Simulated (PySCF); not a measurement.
# 1,1-difluoroethane (C₂H₄F₂): electronic excitations at several levels of theory, part 1 of 2

How much do the electronic excitations of 1,1-difluoroethane (C₂H₄F₂) (`CC(F)F`) depend on the level of theory, and what does each level cost?

The runs use PySCF 2.14.0, with density-fitted response routines of our own; the level of theory stands in each step. All values are computed, except where a source is named. Atoms are numbered from 0 throughout.

### Step 1. The molecule as given

8 atoms, charge 0, multiplicity 1; geometry from: PBE0-D3(BJ)/def2-SVP.

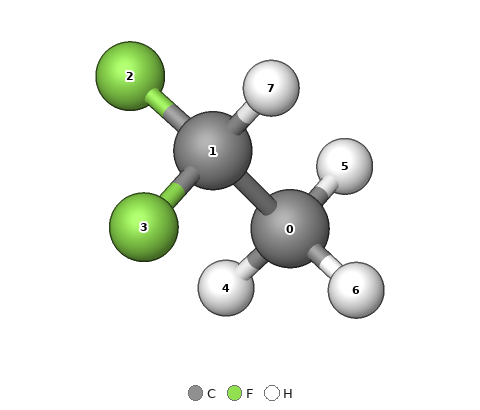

The starting geometry (carbon grey, fluorine green, hydrogen white), atoms numbered.

### Step 2. TDDFT and polarisability: wB97X-D/def2-SVPD

The job: settings as JSON, then the geometry in Å.

```
{"job": {"kind": "uv", "xc": "wB97X-D", "basis": "def2-SVPD", "ip": true}, "charge": 0, "multiplicity": 1}
C     -0.678073    -0.125410    -0.364699
C      0.607089     0.081699     0.381244
F      1.615909    -0.578550    -0.235089
F      0.932576     1.395974     0.399670
H     -0.562376     0.245399    -1.393090
H     -0.930766    -1.194144    -0.394760
H     -1.494934     0.422042     0.124929
H      0.565267    -0.269638     1.428400
```

Method: TDDFT wB97X-D/def2-SVPD, vertical, gas phase, core orbitals frozen in the response.

On the command line:

```sh
OMP_NUM_THREADS=1 python probes_run.py task.json out
```

The driver reads the jobs from task.json and runs them one after another.

The program printed:

```text
coarse grid: 6824 points
cycle   1  E = -277.9196472289  dE =  3.981e-01  |g| = 6.650e-01  |ddm| = 3.028e+00
cycle   2  E = -277.9165029311  dE =  3.144e-03  |g| = 7.363e-01  |ddm| = 1.078e+00
cycle   3  E = -278.0011536464  dE = -8.465e-02  |g| = 4.564e-02  |ddm| = 5.339e-01
cycle   4  E = -278.0015090839  dE = -3.554e-04  |g| = 1.569e-02  |ddm| = 6.157e-02
cycle   5  E = -278.0015675677  dE = -5.848e-05  |g| = 2.809e-03  |ddm| = 2.342e-02
cycle   6  E = -278.0015697494  dE = -2.182e-06  |g| = 4.134e-04  |ddm| = 5.153e-03
final grid: 67112 points
cycle   7  E = -278.0384921563  dE = -7.828e-05  |g| = 7.153e-03  |ddm| = 9.100e-02
cycle   8  E = -278.0384930297  dE = -8.734e-07  |g| = 7.722e-03  |ddm| = 1.491e-02
cycle   9  E = -278.0385016097  dE = -8.580e-06  |g| = 4.668e-04  |ddm| = 4.295e-03
cycle  10  E = -278.0385016648  dE = -5.510e-08  |g| = 2.999e-04  |ddm| = 1.376e-03
cycle  11  E = -278.0385016847  dE = -1.990e-08  |g| = 1.854e-05  |ddm| = 4.792e-04
cycle  12  E = -278.0385016850  dE = -2.289e-10  |g| = 5.889e-06  |ddm| = 8.380e-05
converged SCF energy = -278.0385016850

Static polarisability (au): isotropic 28.955, principal 27.947 28.860 30.058

Singlet excitations
state   eV       nm        f      main configurations
  1   9.6573    128.4   0.01826   H->L 0.86, H->L+1 0.10
  2  10.5771    117.2   0.11980   H->L+1 0.82, H->L 0.10
  3  10.7293    115.6   0.00000   H->L+3 0.66, H->L+4 0.16
  4  11.0513    112.2   0.04474   H-1->L 0.88
  5  11.1082    111.6   0.04660   H-2->L 0.74, H->L+2 0.15
  6  11.2429    110.3   0.13427   H->L+2 0.68, H-2->L 0.16, H->L+5 0.09
  7  11.5870    107.0   0.00130   H->L+4 0.66, H->L+3 0.15, H-3->L 0.11
  8  11.6761    106.2   0.12472   H-3->L 0.41, H-1->L+1 0.36
  9  11.7662    105.4   0.01543   H->L+5 0.35, H-4->L 0.33, H-2->L+1 0.17
 10  11.8208    104.9   0.04892   H->L+5 0.45, H-2->L+1 0.21, H-4->L 0.16

Triplet excitations (Tamm-Dancoff, eV): 9.3893 10.3000 10.3271 10.7493
Vertical ionisation energy (delta-SCF) = 12.4662 eV
```

Wall time 15 s (1 thread of Arm Neoverse V1, shared host); peak memory 0.53 GiB.

Frontier orbitals and where they lie:

```tsv
orbital	eV	atoms
HOMO−3	-13.82	F3 38 %, F2 38 %, C0 10 %
HOMO−2	-13.25	C0 33 %, F3 13 %, F2 13 %
HOMO−1	-13.16	F2 27 %, F3 27 %, C0 24 %
HOMO	-11.71	F2 23 %, F3 23 %, C1 22 %
LUMO	2.40	C0 29 %, C1 23 %, H6 11 %
LUMO+1	3.19	H7 20 %, H4 16 %, C0 14 %
LUMO+2	4.07	F3 29 %, F2 29 %, H7 15 %
```

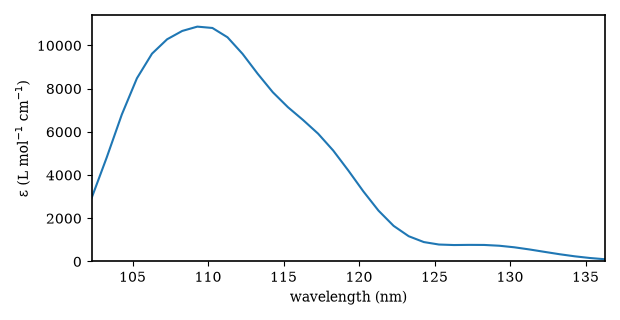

Absorption spectrum: each of the 10 states is a Gaussian band of 0.4 eV half-width at 1/e. Beyond the last state computed it falls off for lack of states.

Ground-state properties from the same run:

```tsv
property	computed
dipole moment (D)	2.27
polarisability (Å³)	4.29
HOMO–LUMO gap (eV)	14.11
−ε(HOMO) (eV)	11.71
```

### Step 3. Excited states and response: LC-wPBE/def2-SVPD

The job, as its differences from that of step 2:

```diff
@@ -1,2 +1,2 @@
-{"job": {"kind": "uv", "xc": "wB97X-D", "basis": "def2-SVPD", "ip": true}, "charge": 0, "multiplicity": 1}
+{"job": {"kind": "uv", "xc": "LC-wPBE", "basis": "def2-SVPD", "ip": true}, "charge": 0, "multiplicity": 1}
 C     -0.678073    -0.125410    -0.364699
```

Level: TDDFT LC-wPBE/def2-SVPD, vertical, gas phase, core orbitals frozen in the response.

The program printed:

```text
coarse grid: 6824 points
cycle   1  E = -277.8280111616  dE =  4.486e-01  |g| = 6.979e-01  |ddm| = 2.959e+00
cycle   2  E = -277.8387947052  dE = -1.078e-02  |g| = 7.278e-01  |ddm| = 1.083e+00
cycle   3  E = -277.9205378521  dE = -8.174e-02  |g| = 4.891e-02  |ddm| = 5.255e-01
cycle   4  E = -277.9209663263  dE = -4.285e-04  |g| = 1.653e-02  |ddm| = 6.478e-02
cycle   5  E = -277.9210385855  dE = -7.226e-05  |g| = 3.204e-03  |ddm| = 2.546e-02
cycle   6  E = -277.9210416618  dE = -3.076e-06  |g| = 4.885e-04  |ddm| = 6.949e-03
final grid: 67112 points
cycle   7  E = -277.9712570569  dE = -2.421e-05  |g| = 1.178e-02  |ddm| = 3.934e-02
cycle   8  E = -277.9712547410  dE =  2.316e-06  |g| = 1.272e-02  |ddm| = 1.468e-02
cycle   9  E = -277.9712776613  dE = -2.292e-05  |g| = 2.783e-04  |ddm| = 7.244e-03
cycle  10  E = -277.9712776794  dE = -1.811e-08  |g| = 1.392e-04  |ddm| = 5.663e-04
cycle  11  E = -277.9712776842  dE = -4.803e-09  |g| = 1.613e-05  |ddm| = 1.990e-04
cycle  12  E = -277.9712776843  dE = -1.319e-10  |g| = 4.286e-06  |ddm| = 4.188e-05
converged SCF energy = -277.9712776843

Static polarisability (au): isotropic 28.606, principal 27.551 28.604 29.664

Singlet excitations
state   eV       nm        f      main configurations
  1   9.8596    125.7   0.02085   H->L 0.76, H->L+1 0.17
  2  10.7923    114.9   0.00000   H->L+3 0.51, H->L+4 0.16, H->L+6 0.10
  3  10.9510    113.2   0.10782   H->L+1 0.67, H->L 0.17
  4  11.2921    109.8   0.03076   H-1->L 0.81
  5  11.3428    109.3   0.03163   H->L+2 0.44, H-2->L 0.35
  6  11.5200    107.6   0.18138   H-2->L 0.48, H->L+2 0.31
  7  11.8015    105.1   0.06777   H-3->L 0.44, H-1->L+1 0.18, H->L+4 0.13
  8  11.8992    104.2   0.07113   H->L+4 0.34, H-1->L+1 0.18, H->L+3 0.18
  9  11.9509    103.7   0.01950   H-4->L 0.41, H-2->L+1 0.29, H-1->L+3 0.10
 10  12.1585    102.0   0.01896   H->L+5 0.66, H->L+2 0.14

Triplet excitations (Tamm-Dancoff, eV): 9.3986 10.2197 10.5079 10.7081
Vertical ionisation energy (delta-SCF) = 12.6244 eV
```

Run time: 20 s. Hardware: 1 thread of Arm Neoverse V1, shared host; peak memory 0.53 GiB.

Key values: HOMO -12.56 eV, LUMO 2.42 eV; lowest singlet 9.86 eV.

### Step 4. TDDFT and polarisability: PBE0/6-31G*

The job, as its differences from that of step 3:

```diff
@@ -1,2 +1,2 @@
-{"job": {"kind": "uv", "xc": "LC-wPBE", "basis": "def2-SVPD", "ip": true}, "charge": 0, "multiplicity": 1}
+{"job": {"kind": "uv", "xc": "PBE0", "basis": "6-31G*"}, "charge": 0, "multiplicity": 1}
 C     -0.678073    -0.125410    -0.364699
```

Level: TDDFT PBE0/6-31G*, vertical, gas phase, core orbitals frozen in the response.

The program printed:

```text
coarse grid: 6824 points
cycle   1  E = -277.9362932722  dE =  3.688e-01  |g| = 6.878e-01  |ddm| = 2.364e+00
cycle   2  E = -277.8751760637  dE =  6.112e-02  |g| = 9.407e-01  |ddm| = 1.012e+00
cycle   3  E = -278.0180538093  dE = -1.429e-01  |g| = 5.434e-02  |ddm| = 5.905e-01
cycle   4  E = -278.0186545342  dE = -6.007e-04  |g| = 2.019e-02  |ddm| = 5.543e-02
cycle   5  E = -278.0187542014  dE = -9.967e-05  |g| = 2.380e-03  |ddm| = 1.816e-02
cycle   6  E = -278.0187553837  dE = -1.182e-06  |g| = 7.690e-04  |ddm| = 2.539e-03
final grid: 67112 points
cycle   7  E = -278.0141656511  dE = -1.695e-05  |g| = 7.327e-03  |ddm| = 1.364e-02
cycle   8  E = -278.0141580796  dE =  7.571e-06  |g| = 1.002e-02  |ddm| = 1.184e-02
cycle   9  E = -278.0141764557  dE = -1.838e-05  |g| = 5.022e-04  |ddm| = 6.349e-03
cycle  10  E = -278.0141765089  dE = -5.319e-08  |g| = 1.367e-04  |ddm| = 4.829e-04
cycle  11  E = -278.0141765126  dE = -3.645e-09  |g| = 2.099e-05  |ddm| = 1.071e-04
cycle  12  E = -278.0141765127  dE = -8.629e-11  |g| = 7.671e-06  |ddm| = 2.249e-05
converged SCF energy = -278.0141765127

Static polarisability (au): isotropic 23.156, principal 22.911 22.953 23.604

Singlet excitations
state   eV       nm        f      main configurations
  1  11.0002    112.7   0.06207   H->L 0.94
  2  11.1239    111.5   0.00035   H->L+2 0.93
  3  11.5272    107.6   0.08013   H->L+1 0.90
  4  12.2732    101.0   0.08802   H->L+3 0.91
  5  12.3595    100.3   0.02094   H-1->L 0.94
  6  12.5844     98.5   0.03654   H-2->L 0.84, H-1->L+2 0.08
  7  12.6842     97.7   0.00030   H->L+4 0.81
  8  12.7289     97.4   0.03831   H-1->L+2 0.70, H-2->L 0.09
  9  12.8291     96.6   0.01409   H-1->L+1 0.39, H-2->L+2 0.26, H-3->L 0.20
 10  12.9346     95.9   0.00004   H-1->L+1 0.40, H-3->L 0.36, H-3->L+1 0.09

Triplet excitations (Tamm-Dancoff, eV): 10.1012 10.4834 10.9515 11.2763
```

Wall time 3.8 s (1 thread of Arm Neoverse V1, shared host); peak memory 0.53 GiB.

In short: HOMO -9.20 eV, LUMO 3.24 eV; lowest singlet 11.00 eV.

### Step 5. Excited states and response: PBE0/def2-SVP

The job, as its differences from that of step 4:

```diff
@@ -1,2 +1,2 @@
-{"job": {"kind": "uv", "xc": "PBE0", "basis": "6-31G*"}, "charge": 0, "multiplicity": 1}
+{"job": {"kind": "uv", "xc": "PBE0", "basis": "def2-SVP"}, "charge": 0, "multiplicity": 1}
 C     -0.678073    -0.125410    -0.364699
```

Level: TDDFT PBE0/def2-SVP, vertical, gas phase, core orbitals frozen in the response.

The program printed:

```text
coarse grid: 6824 points
cycle   1  E = -277.6955804746  dE =  3.456e-01  |g| = 6.756e-01  |ddm| = 2.617e+00
cycle   2  E = -277.6354323928  dE =  6.015e-02  |g| = 9.216e-01  |ddm| = 1.137e+00
cycle   3  E = -277.7746766638  dE = -1.392e-01  |g| = 5.188e-02  |ddm| = 6.630e-01
cycle   4  E = -277.7751636648  dE = -4.870e-04  |g| = 2.207e-02  |ddm| = 5.581e-02
cycle   5  E = -277.7752830445  dE = -1.194e-04  |g| = 2.325e-03  |ddm| = 2.053e-02
cycle   6  E = -277.7752841817  dE = -1.137e-06  |g| = 5.202e-04  |ddm| = 2.165e-03
final grid: 67112 points
cycle   7  E = -277.8127091014  dE = -1.699e-05  |g| = 6.190e-03  |ddm| = 1.332e-02
cycle   8  E = -277.8127040176  dE =  5.084e-06  |g| = 8.288e-03  |ddm| = 1.067e-02
cycle   9  E = -277.8127171636  dE = -1.315e-05  |g| = 5.026e-04  |ddm| = 5.786e-03
cycle  10  E = -277.8127172140  dE = -5.032e-08  |g| = 1.220e-04  |ddm| = 5.410e-04
cycle  11  E = -277.8127172168  dE = -2.871e-09  |g| = 1.934e-05  |ddm| = 1.018e-04
cycle  12  E = -277.8127172169  dE = -7.515e-11  |g| = 7.676e-06  |ddm| = 2.195e-05
converged SCF energy = -277.8127172169

Static polarisability (au): isotropic 23.168, principal 22.777 22.828 23.899

Singlet excitations
state   eV       nm        f      main configurations
  1  10.1977    121.6   0.04159   H->L 0.97
  2  10.8891    113.9   0.19049   H->L+1 0.96
  3  11.0099    112.6   0.00117   H->L+2 0.86, H->L+4 0.13
  4  11.5500    107.3   0.04361   H-1->L 0.96
  5  11.7048    105.9   0.05439   H-2->L 0.94
  6  11.7753    105.3   0.01560   H->L+3 0.95
  7  12.0067    103.3   0.00022   H->L+4 0.73, H-3->L 0.12, H->L+2 0.11
  8  12.2043    101.6   0.09077   H-3->L 0.52, H-1->L+1 0.25, H->L+4 0.12
  9  12.2913    100.9   0.00041   H-1->L+1 0.64, H-3->L 0.26
 10  12.3435    100.4   0.11251   H-4->L 0.72, H-2->L+1 0.24

Triplet excitations (Tamm-Dancoff, eV): 9.4954 10.3447 10.3988 10.8799
```

Wall time 4.5 s (1 thread of Arm Neoverse V1, shared host); peak memory 0.53 GiB.

In short: HOMO -9.43 eV, LUMO 2.11 eV; lowest singlet 10.20 eV.

### Step 6. TDDFT and polarisability: PBE0/def2-TZVP

The job, as its differences from that of step 5:

```diff
@@ -1,2 +1,2 @@
-{"job": {"kind": "uv", "xc": "PBE0", "basis": "def2-SVP"}, "charge": 0, "multiplicity": 1}
+{"job": {"kind": "uv", "xc": "PBE0", "basis": "def2-TZVP"}, "charge": 0, "multiplicity": 1}
 C     -0.678073    -0.125410    -0.364699
```

With the program's defaults for keys left out, this is: TDDFT PBE0/def2-TZVP, vertical, gas phase, core orbitals frozen in the response.

The program printed:

```text
coarse grid: 6824 points
cycle   1  E = -278.0669577160  dE =  3.698e-01  |g| = 6.748e-01  |ddm| = 1.929e+00
cycle   2  E = -278.0019617269  dE =  6.500e-02  |g| = 9.672e-01  |ddm| = 7.979e-01
cycle   3  E = -278.1402649725  dE = -1.383e-01  |g| = 6.049e-02  |ddm| = 4.653e-01
cycle   4  E = -278.1408542653  dE = -5.893e-04  |g| = 2.714e-02  |ddm| = 4.668e-02
cycle   5  E = -278.1410159899  dE = -1.617e-04  |g| = 2.808e-03  |ddm| = 1.673e-02
cycle   6  E = -278.1410174549  dE = -1.465e-06  |g| = 4.543e-04  |ddm| = 1.958e-03
final grid: 67112 points
cycle   7  E = -278.1443153013  dE = -5.540e-05  |g| = 5.492e-03  |ddm| = 2.808e-02
cycle   8  E = -278.1443124305  dE =  2.871e-06  |g| = 6.901e-03  |ddm| = 6.797e-03
cycle   9  E = -278.1443215738  dE = -9.143e-06  |g| = 7.728e-04  |ddm| = 3.563e-03
cycle  10  E = -278.1443216510  dE = -7.722e-08  |g| = 2.486e-04  |ddm| = 6.024e-04
cycle  11  E = -278.1443216612  dE = -1.025e-08  |g| = 2.677e-05  |ddm| = 1.700e-04
cycle  12  E = -278.1443216613  dE = -1.212e-10  |g| = 9.939e-06  |ddm| = 2.276e-05
converged SCF energy = -278.1443216613

Static polarisability (au): isotropic 27.204, principal 26.523 27.114 27.976

Singlet excitations
state   eV       nm        f      main configurations
  1   9.7595    127.0   0.02119   H->L 0.95
  2  10.4462    118.7   0.17245   H->L+1 0.94
  3  10.7016    115.9   0.00001   H->L+2 0.66, H->L+4 0.33
  4  11.1379    111.3   0.04448   H-1->L 0.94
  5  11.1973    110.7   0.01412   H->L+3 0.93
  6  11.2408    110.3   0.07712   H-2->L 0.97
  7  11.3258    109.5   0.01559   H->L+4 0.63, H->L+2 0.31
  8  11.8242    104.9   0.08320   H-3->L 0.65, H-1->L+1 0.28
  9  11.8740    104.4   0.00962   H->L+5 0.65, H-4->L 0.19
 10  11.9483    103.8   0.00146   H-1->L+1 0.66, H-3->L 0.27

Triplet excitations (Tamm-Dancoff, eV): 9.2338 9.9487 10.1031 10.4921
```

Wall time 10 s (1 thread of Arm Neoverse V1, shared host); peak memory 0.57 GiB.

This run: HOMO -9.59 eV, LUMO 1.48 eV; lowest singlet 9.76 eV.

(Continued in part 2 of 2.)
